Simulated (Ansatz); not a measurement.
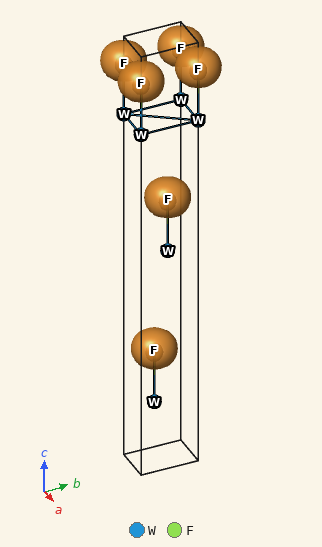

The picture shows: WF. Isosurface of the ELF at 0.7 (orange), seen slightly off an axis. Only the valence region is drawn (cores and ρ < 0.01 e/Å³ removed). Sticks mark near contacts.

Space group R3m; a generated structure, not necessarily the stable one; not relaxed (largest force 0.4 eV/Å); computed pressure about −5 GPa in this cell.

Theory: Kohn-Sham DFT of a periodic cell, HSE06 form with a typed share of exact exchange, Ansatz PAW in Ansatz 0.2.0.

Core electrons are frozen (PAW), and the valence fields are smoothed inside the atomic spheres.

```
W F
1.0
     2.73178    0.00000    0.00000
    -1.36589    2.36579    0.00000
     0.00000    0.00001   15.20880
W F
3 3
Cartesian
  1.3659 0.7886 2.2425
  0.0000 1.5772 7.3122
  0.0000 0.0000 12.3818
  1.3659 0.7886 4.1132
  0.0000 1.5772 9.1829
  0.0000 0.0000 14.2525
```

Q: Describe the localisation domains.

A: The surface consists of three regions wrapped around F (the valence shell of each), counted in one cell of 6 atoms. Any copies at cell faces, edges or corners count once.

Values along the shortest contacts:
W–F (1.87 Å): the ELF peaks at about 0.75 in the valence shell of F, 0.5 Å from its nucleus, and drops to about 0.20 between the two atoms: no localised pair shows between them. W–W (2.73 Å): the ELF is about 0.35 at the midpoint.
